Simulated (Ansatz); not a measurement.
# Si₂C (singlet): one geometry, many settings at a displaced geometry (v1)

What do other methods and options give for Si₂C (singlet) at this geometry, and how long do they take?

Computed with Ansatz 0.2.0, Gaussian basis. Level: the settings change from run to run.

12 further runs of the same task are left out: 3 that didn't finish, 9 set aside as unsound or not needed.

## 1. The system

The geometry is a PBE0/def2-TZVP stationary point (not a proven minimum) with its atoms shifted at random (size 0.040 Å).

3 atoms, charge 0, spin multiplicity 1.

Atoms are counted from 1 here; the program's logs count them from 0.

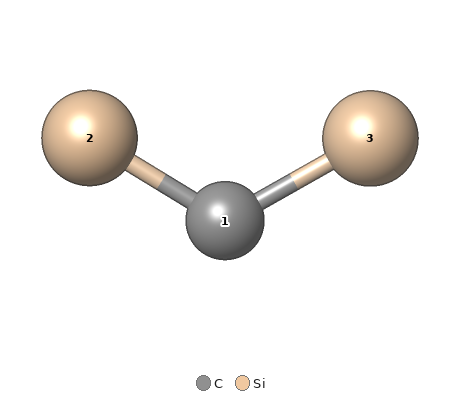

The structure; carbon grey, silicon light orange; atoms are numbered from 1 in the order of the file.

## 2. NEVPT2(6,6)/6-31G

in.yaml reads:

```yaml
crystal:
  periodic: [false, false, false]
  atoms:
    - {symbol: C, position_ang: [-0.019071, -0.715887, 0.026742]}
    - {symbol: Si, position_ang: [-0.019904, 0.123419, 1.472769]}
    - {symbol: Si, position_ang: [0.028060, 0.182729, -1.484205]}
basis:
  gaussian: {orbitals: 6-31G, point_charges: [{charge: -0.50, position_ang: [4.236, 0.592, 0.233]}]}
hamiltonian: {pseudopotentials: {relativity: none}}
correlation: {method: sc_nevpt2, electrons: outside_noble_gas, active_space: {window: {electrons: 6, orbitals: 6}}}
output: {forces: true}
```

Run with:

```sh
ansatz run in.yaml --threads 1 --pin off --events-out ev --progress --plain --max-ram 2393MiB
```

The log of the run:

```text
Functional definition: HF
  name "HF"
  cite "Fock, Z. Phys. 61, 126 (1930) doi:10.1007/BF01340294"
  parent pbe
  exchange = exact_x
  correlation = 0
407 factors; integrals over basis functions are off by at most 7.8e-5 eV
mean field evaluation 1: about -16746.1059 eV, gradient 3.1e1 eV
mean field evaluation 2: about -16746.1105 eV, gradient 3.1e1 eV
mean field evaluation 4: about -16748.9107 eV, gradient 2.3e0 eV
mean field evaluation 8: about -16748.9460 eV, gradient 3.8e-4 eV
mean field -16748.94602079 eV, -615.5124134208 hartree, gradient 1.8e-6 eV, S^2 0.000000; 0 other end points of the search recorded, 0 dependent functions left out; unrestricted orbitals would lower it
reference -16748.94602079 eV, -615.5124134208 hartree; 17, 17 occupied and 18, 18 virtual orbitals, 407 factors
state -16751.22882823 eV, -615.5963050466 hartree
state -16751.22882823 eV, -615.5963050466 hartree; corrected -16753.90750344 eV, -615.6947445450 hartree
the calculation of the forces begins
Total energy: -16753.90750344 eV, -615.6947445450 hartree
Atom 0 at    -0.019071    -0.715887     0.026742 Å, force    -0.071268    -0.863120    -2.664759 eV/Å
Atom 1 at    -0.019904     0.123419     1.472769 Å, force     0.050189     1.185255     2.821528 eV/Å
Atom 2 at     0.028060     0.182729    -1.484205 Å, force     0.073136    -0.335427    -0.147518 eV/Å
Dipole moment:     0.149607     0.159328    -0.084500 e Å
```

Wall time 2.1 s (1 thread of Arm Neoverse V2, shared host).

From the report: 400 determinants; active occupations 1.97, 1.95, 1.93, 0.07, 0.05, 0.03.

## 3. HF/6-31G

in.yaml reads:

```yaml
crystal:
  periodic: [false, false, false]
  atoms:
    - {symbol: C, position_ang: [-0.019071, -0.715887, 0.026742]}
    - {symbol: Si, position_ang: [-0.019904, 0.123419, 1.472769]}
    - {symbol: Si, position_ang: [0.028060, 0.182729, -1.484205]}
basis:
  gaussian: {orbitals: 6-31G}
magnetization: {spin_polarized: false}
hamiltonian: {xc: hf}
output: {forces: true, orbitals: {seedname: orbitals}}
```

The command is unchanged.

The log of the run, cut to the lines that bear on the results:

```text
Functional definition: HF
  name "HF"
  cite "Fock, Z. Phys. 61, 126 (1930) doi:10.1007/BF01340294"
  parent pbe
[...]
407 factors; integrals over basis functions are off by at most 7.8e-5 eV
[...]
mean field -16748.86209528 eV, -615.5093292150 hartree, gradient 1.3e-5 eV, S^2 0.000000; 0 other end points of the search recorded, 0 dependent functions left out
[...]
reference -16748.86209528 eV, -615.5093292150 hartree; 17, 17 occupied and 18, 18 virtual orbitals, 407 factors
Total energy: -16748.86209528 eV, -615.5093292150 hartree
Atom 0 at    -0.019071    -0.715887     0.026742 Å, force     0.067323     0.895973    -2.801585 eV/Å
Atom 1 at    -0.019904     0.123419     1.472769 Å, force    -0.023296     0.352085     2.068348 eV/Å
Atom 2 at     0.028060     0.182729    -1.484205 Å, force    -0.044027    -1.248058     0.733236 eV/Å
Dipole moment:     0.009204     0.288427    -0.107628 e Å
```

Run time: 0.33 s. Hardware: 1 thread of Arm Neoverse V2, shared host.

## 4. NEVPT2(2,2)/cc-pVDZ

in.yaml reads:

```yaml
crystal:
  periodic: [false, false, false]
  atoms:
    - {symbol: C, position_ang: [-0.019071, -0.715887, 0.026742]}
    - {symbol: Si, position_ang: [-0.019904, 0.123419, 1.472769]}
    - {symbol: Si, position_ang: [0.028060, 0.182729, -1.484205]}
basis:
  gaussian: {orbitals: cc-pVDZ}
correlation: {method: sc_nevpt2, electrons: valence, active_space: {window: {electrons: 2, orbitals: 2}}}
accuracy: high
```

Same command.

The log of the run:

```text
Functional definition: HF
  name "HF"
  cite "Fock, Z. Phys. 61, 126 (1930) doi:10.1007/BF01340294"
  parent pbe
  exchange = exact_x
  correlation = 0
1052 factors; integrals over basis functions are off by at most 3.1e-9 eV
mean field evaluation 1: about -16748.2578 eV, gradient 3.3e1 eV
mean field evaluation 2: about -16748.4691 eV, gradient 3.4e1 eV
mean field evaluation 4: about -16751.6671 eV, gradient 2.9e0 eV
mean field evaluation 8: about -16751.7253 eV, gradient 1.8e-1 eV
mean field evaluation 16: about -16751.7256 eV, gradient 2.0e-8 eV
mean field -16751.72563974 eV, -615.6145625330 hartree, gradient 7.8e-8 eV, S^2 0.000000; 0 other end points of the search recorded, 0 dependent functions left out
reference -16751.72563974 eV, -615.6145625330 hartree; 17, 17 occupied and 33, 33 virtual orbitals, 1052 factors
state -16752.28650741 eV, -615.6351740396 hartree
state -16752.28650741 eV, -615.6351740396 hartree; corrected -16759.41156567 eV, -615.8970151013 hartree
Total energy: -16759.41156567 eV, -615.8970151013 hartree
```

Wall time 4 s (1 thread of Arm Neoverse V2, shared host).

From the report: 4 determinants; active occupations 1.93, 0.07.

## 5. CCSD on UHF/6-31G

in.yaml reads:

```yaml
crystal:
  periodic: [false, false, false]
  atoms:
    - {symbol: C, position_ang: [-0.019071, -0.715887, 0.026742]}
    - {symbol: Si, position_ang: [-0.019904, 0.123419, 1.472769]}
    - {symbol: Si, position_ang: [0.028060, 0.182729, -1.484205]}
basis:
  gaussian: {orbitals: 6-31G}
magnetization: {spin_polarized: true, initial_magnetization: 0}
correlation: {method: ccsd, electrons: all}
```

Launched as before.

The log of the run, cut to the lines that bear on the results:

```text
Functional definition: HF
  name "HF"
  cite "Fock, Z. Phys. 61, 126 (1930) doi:10.1007/BF01340294"
  parent pbe
[...]
407 factors; integrals over basis functions are off by at most 7.8e-5 eV
[...]
mean field -16748.86350908 eV, -615.5093811714 hartree, gradient 3.0e-6 eV, S^2 0.055438; 10 other end points of the search recorded, 0 dependent functions left out
determinant -16748.86350908 eV, -615.5093811714 hartree, with singles and doubles -16754.66176004 eV, -615.7224629638 hartree
determinant -16747.23388242 eV, -615.4494934959 hartree, with singles and doubles -16751.83178723 eV, -615.6184633812 hartree
determinant -16745.80554677 eV, -615.3970031290 hartree, with singles and doubles -16751.16455992 eV, -615.5939432299 hartree
determinant -16748.86209528 eV, -615.5093292150 hartree, with singles and doubles -16754.66107743 eV, -615.7224378784 hartree
determinant -16748.86350908 eV, -615.5093811714 hartree, with singles and doubles -16754.66013742 eV, -615.7224033336 hartree
determinant -16748.86209528 eV, -615.5093292150 hartree, with singles and doubles -16754.66035670 eV, -615.7224113919 hartree
reference -16748.86209528 eV, -615.5093292150 hartree; 17, 17 occupied and 18, 18 virtual orbitals, 407 factors
second order -5.61594178 eV of doubles, -0.00000000 eV of singles
cycle   1  -5.79826162 eV  change   -2.0e-7 eV  update   2.2e-6
Total energy: -16754.66035690 eV, -615.7224113993 hartree
```

Run time: 7.5 s. Hardware: 1 thread of Arm Neoverse V2, shared host.

From the report: ⟨S²⟩ of the determinant 0.000 (pure singlet: 0.00); correlation -5.7983 eV; T1 0.013; largest double amplitude 0.09.

## 6. BCCD(T) on UHF/cc-pVDZ

in.yaml: that of step 5 with these lines changed.

```diff
@@ -7,4 +7,5 @@
 basis:
-  gaussian: {orbitals: 6-31G}
+  gaussian: {orbitals: cc-pVDZ}
 magnetization: {spin_polarized: true, initial_magnetization: 0}
-correlation: {method: ccsd, electrons: all}
+correlation: {method: bccd_t, electrons: outside_noble_gas}
+output: {forces: true}
```

Same command.

The log of the run, cut to the lines that bear on the results:

```text
Functional definition: HF
  name "HF"
  cite "Fock, Z. Phys. 61, 126 (1930) doi:10.1007/BF01340294"
  parent pbe
[...]
503 factors; integrals over basis functions are off by at most 7.8e-4 eV
[...]
mean field -16751.72556695 eV, -615.6145598580 hartree, gradient 1.3e-6 eV, S^2 0.000000; 12 other end points of the search recorded, 0 dependent functions left out
determinant -16751.72556695 eV, -615.6145598580 hartree, with singles and doubles -16760.06167049 eV, -615.9209060125 hartree
determinant -16749.81360928 eV, -615.5442967097 hartree, with singles and doubles -16757.07891030 eV, -615.8112915975 hartree
determinant -16749.07929957 eV, -615.5173113256 hartree, with singles and doubles -16757.05406070 eV, -615.8103783915 hartree
determinant -16748.91410938 eV, -615.5112406981 hartree, with singles and doubles -16756.36521295 eV, -615.7850637038 hartree
[...]
11 core orbitals not correlated: weight in the atoms' cores, before any rotation towards them, 1.000 or more for the frozen orbitals, at most 0.000 for the correlated occupied ones
reference -16751.72556695 eV, -615.6145598580 hartree; 6, 6 occupied and 33, 33 virtual orbitals, 503 factors
second order -7.76126175 eV of doubles, -0.00000000 eV of singles
cycle   1  -8.29973841 eV  change    3.6e-2 eV  update   1.1e-2
[...]
cycle  14  -8.30907187 eV  change    1.0e-7 eV  update   1.5e-7
perturbative correction -0.58558639 eV, -0.0215199028 hartree
[...]
Total energy: -16760.62022521 eV, -615.9414325200 hartree
Atom 0 at    -0.019071    -0.715887     0.026742 Å, force     0.026765    -0.549834    -2.617529 eV/Å
Atom 1 at    -0.019904     0.123419     1.472769 Å, force    -0.000483     1.041138     1.758691 eV/Å
Atom 2 at     0.028060     0.182729    -1.484205 Å, force    -0.026282    -0.491304     0.858838 eV/Å
Dipole moment:     0.005553     0.173199    -0.066266 e Å
```

Run time: 8.5 s. Hardware: 1 thread of Arm Neoverse V2, shared host.

From the report: ⟨S²⟩ of the determinant 0.000 (pure singlet: 0.00); correlation -8.8947 eV; largest double amplitude 0.07.

## 7. CCSDT/cc-pVDZ

in.yaml: that of step 6 with these lines changed.

```diff
@@ -8,4 +8,6 @@
   gaussian: {orbitals: cc-pVDZ}
-magnetization: {spin_polarized: true, initial_magnetization: 0}
-correlation: {method: bccd_t, electrons: outside_noble_gas}
+magnetization: {spin_polarized: false}
+hamiltonian: {xc: {name: B3LYP}, pseudopotentials: {relativity: scalar}}
+correlation: {method: ccsdt, electrons: outside_noble_gas}
+scf: {lower_state_search: light}
 output: {forces: true}
```

Same command.

The log of the run, cut to the lines that bear on the results:

```text
Functional definition: B3LYP
  name "B3LYP"
  cite "Stephens, Devlin, Chabalowski & Frisch, J. Phys. Chem. 98, 11623 (1994) doi:10.1021/j100096a001"
  cite "Becke, Phys. Rev. A 38, 3098 (1988) doi:10.1103/PhysRevA.38.3098"
  cite "Lee, Yang & Parr, Phys. Rev. B 37, 785 (1988) doi:10.1103/PhysRevB.37.785"
  cite "Vosko, Wilk & Nusair, Can. J. Phys. 58, 1200 (1980) doi:10.1139/p80-159"
[...]
959 factors; integrals over basis functions are off by at most 1.3e-7 eV
[...]
mean field -16819.59093549 eV, -618.1085661509 hartree, gradient 1.5e-6 eV, S^2 0.000000; 0 other end points of the search recorded, 0 dependent functions left out
11 core orbitals not correlated: weight in the atoms' cores, before any rotation towards them, 1.000 or more for the frozen orbitals, at most 0.000 for the correlated occupied ones
reference -16781.17553547 eV, -616.6968262392 hartree; 6, 6 occupied and 33, 33 virtual orbitals, 959 factors
second order -8.31853875 eV of doubles, -0.28699991 eV of singles
cycle   1  -8.14163185 eV  change    4.6e-1 eV  update   1.6e-1
[...]
cycle  17  -9.27905939 eV  change   -1.3e-6 eV  update   6.8e-7
[...]
Total energy: -16790.45459486 eV, -617.0378253821 hartree
Relativity: scalar
Atom 0 at    -0.019071    -0.715887     0.026742 Å, force     0.028454    -0.481596    -2.611850 eV/Å
Atom 1 at    -0.019904     0.123419     1.472769 Å, force    -0.000550     1.005639     1.704086 eV/Å
Atom 2 at     0.028060     0.182729    -1.484205 Å, force    -0.027903    -0.524043     0.907764 eV/Å
Dipole moment:     0.005718     0.178958    -0.067252 e Å
```

Wall time 29 s (1 thread of Arm Neoverse V2, shared host); peak memory 0.32 GiB.

From the report: correlation -9.2791 eV; T1 0.011; largest double amplitude 0.08. The orbitals are Kohn-Sham ones, so correlation energy and T1 don't compare with those on Hartree-Fock orbitals.

## 8. All runs side by side

```csv
level,correlated,functions,energy (eV),time
"NEVPT2(6,6)/6-31G (beside a point charge)",outside noble gas,35,-16753.9075,2.1 s
HF/6-31G,,35,-16748.8621,0.33 s
"NEVPT2(2,2)/cc-pVDZ",valence,50,-16759.4116,4 s
CCSD on UHF/6-31G,all,35,-16754.6604,7.5 s
BCCD(T) on UHF/cc-pVDZ,outside noble gas,50,-16760.6202,8.5 s
"CCSDT/cc-pVDZ (on B3LYP orbitals, relativity set)",outside noble gas,50,-16790.4546,29 s
```

## 9. Outcome

```
quantity                                                    value
    runs                                                        6
quickest                                         HF/6-31G, 0.33 s
 slowest  CCSDT/cc-pVDZ (on B3LYP orbitals, relativity set), 29 s
```

What this shows: Total energies in different bases, with other cores or another treatment of relativity can't be set against each other. CCSDT/cc-pVDZ (on B3LYP orbitals, relativity set) took 86 times as long as HF/6-31G; the jobs differ in more than the method.
